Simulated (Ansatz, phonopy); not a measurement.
# ZnO (zincite, P6_3mc): a volume series of phonon spectra, part 3 of 3

Aim: how the vibrations of ZnO (zincite) shift with volume, and the expansion that follows.

Ansatz 0.2.0; DFT LDA, scalar-relativistic, plane waves, PAW.

So far. Step 15 (Lattice dynamics at this volume, V/V0 1.05): No mode is imaginary beyond numerical noise at the solved wavevectors. The highest zone-centre mode (no LO–TO term) moved by -6.6 % for a volume change of +5.0 %.

**17. Free-energy fit (continued)**

Table of energy (each curve on its own zero) by volume; values in meV/atom:

```
volume (Å³/atom)  static  F at 0 K  F at 300 K  F at 1300 K
          10.990    5.44      8.44        8.58         14.6
          11.160    1.31      3.11        3.31         7.39
          11.330       0      0.62        0.79          2.6
          11.500    1.23      0.68        0.74        -0.02
          11.670    4.89       3.2        3.07        -0.49
          11.897    13.0      9.81        9.37         1.81
```

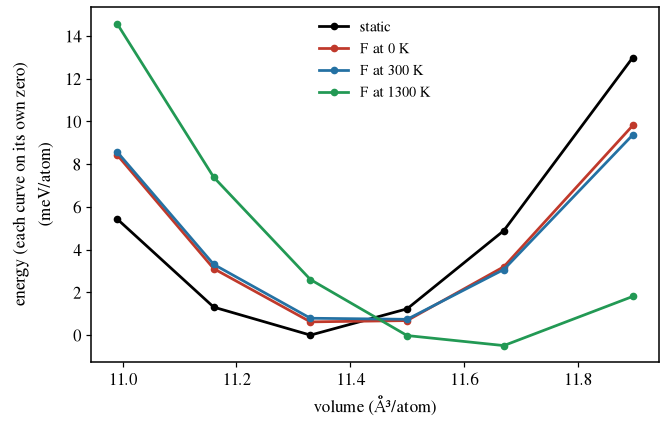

Energy (each curve on its own zero) against volume.

Phonopy-qha, vinet fit of F(V) at each temperature; no electronic free energy. Qha vinet, by row:

```
T (K)  fitted volume (Å³/atom)  alpha_V (1e-6/K)  B_T (GPa)  C_P (J/mol-atom/K)  Grueneisen
  100                    11.41              -2.6      156.9               8.999     -0.3115
  150                     11.4              1.05      156.1               12.93     0.08734
  200                    11.41                 5        155               16.07      0.3315
  250                    11.41              8.17      153.8               18.35       0.471
  300                    11.42             10.54      152.4               19.96      0.5547
  350                    11.42             12.31      151.1               21.09      0.6085
  400                    11.43             13.67      149.8               21.92      0.6454
  450                    11.44             14.74      148.4               22.53      0.6723
  500                    11.45             15.62      147.1               22.99      0.6927
  550                    11.46             16.37      145.7               23.36      0.7091
  600                    11.47             17.01      144.4               23.64      0.7226
  650                    11.48             17.58      143.1               23.88      0.7341
  700                    11.49              18.1      141.7               24.07      0.7441
  750                     11.5             18.58      140.4               24.24      0.7531
  800                    11.51             19.03      139.1               24.38      0.7613
  850                    11.52             19.45      137.9                24.5      0.7688
  900                    11.53             19.86      136.6               24.61      0.7759
  950                    11.54             20.25      135.3               24.71      0.7826
 1000                    11.55             20.63      134.1                24.8       0.789
 1050                    11.56             21.01      132.9               24.88      0.7952
 1100                    11.58             21.37      131.7               24.96      0.8011
 1150                    11.59             21.73      130.5               25.03      0.8069
 1200                     11.6             22.09      129.4                25.1      0.8125
 1250                    11.62             22.44      128.2               25.17       0.818
```

The volume expansion coefficient, phonopy-qha, Vinet by temperature:

```
temperature (K)  volume expansion coefficient, phonopy-qha, Vinet (1e-6/K)
            100                                                       -2.6
            200                                                          5
            300                                                       10.5
            400                                                       13.7
            500                                                       15.6
            600                                                       17.0
            700                                                       18.1
            800                                                       19.0
            900                                                       19.9
           1000                                                       20.6
           1100                                                       21.4
           1200                                                       22.1
```

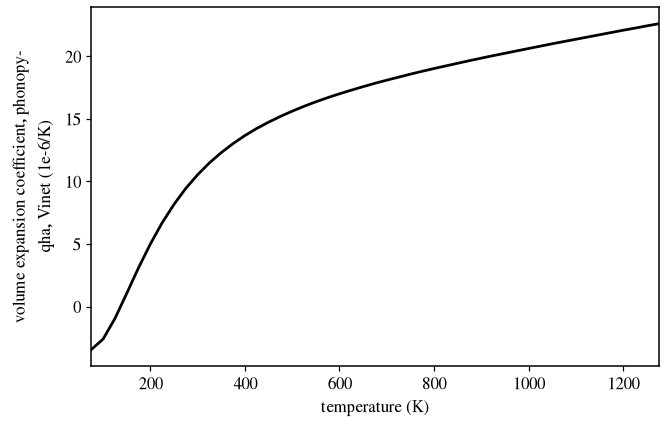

Volume expansion coefficient, phonopy-qha, Vinet against temperature.

The fit gives a volume expansion of 10.5 × 10⁻⁶/K at 300 K.

**18. What came out**

| Property | Result |
| --- | --- |
| volume expansion coefficient at 300 K | 10.54 1e-6/K |
| isothermal bulk modulus at 300 K | 152.4 GPa |
| C_P at 300 K | 19.96 J/mol-atom/K |
| Grüneisen parameter at 300 K | 0.555 |
| mean mode Grüneisen parameter at 300 K | 0.503 |

**Reading.** Near room temperature ZnO (zincite) expands by 10.5 × 10⁻⁶/K in volume by LDA, with C_P = 20.0 J/(mol K) per mole of atoms and B_T = 152 GPa. At low temperature the volume shrinks on warming, because modes with negative Grüneisen parameters outweigh the rest; the coefficient turns positive near 140 K. C_P at room temperature is 80 % of the classical 3R an atom, so the stiffest modes are still partly frozen out. The heat-capacity-weighted Grüneisen parameter goes from -0.981 at 50 K to 0.679 at 800 K; 33 % of the modes stiffen on expansion. Weighting γ by the density of states and each mode's heat capacity at 300 K, the lowest third of the frequency range (cuts at 190 and 380 cm⁻¹) pulls the cell inward, while the rest pushes it outward. Among the labelled points γ is largest for branch 7 at Γ (390 cm⁻¹, 2.1) and most negative for branch 1 at H (97.5 cm⁻¹, -2.0). The log warns that the k-mesh is coarse for the response calculation and asks for a check on a denser one. The interpolation has no quadrupole term, so branches near the zone centre are less sure, since this crystal has sites that are not centres of inversion. The PAW files were made for PBE and are used here under another functional, for which the program regenerates the frozen cores.

Calculation against experiment:

```
              quantity  measured             LDA
lattice constant a (Å)   3.24945  3.187 (-1.9 %)
lattice constant c (Å)   5.20574  5.153 (-1.0 %)
```

Measured values from arxiv:0808.0492 (2008).

Verdict: The lattice constant a is off by -1.9 %: a clear miss. The lattice constant c is off by -1.0 %: fair agreement. The grades are ours: good and fair within 0.7 and 1.5 % for the lattice constant a and 0.8 and 2 % for the lattice constant c. Zero-point motion and thermal expansion (measured at up to 298 K) are not in the computed lattice constants.

[Logs are printed without paths, hosts, clocks, repeated set-up lines and the standing remarks that a program may print on its own settings, such as how far it seeks lower states.]

[Hosts, paths, dates, database ids (printed as entryN), source tags and the programs' standing remarks are cut or masked in the printed files.]

[A step with changed settings may run another functional than the one named; its input shows which.]

[Of the runs on displaced cells, only some may be shown.]
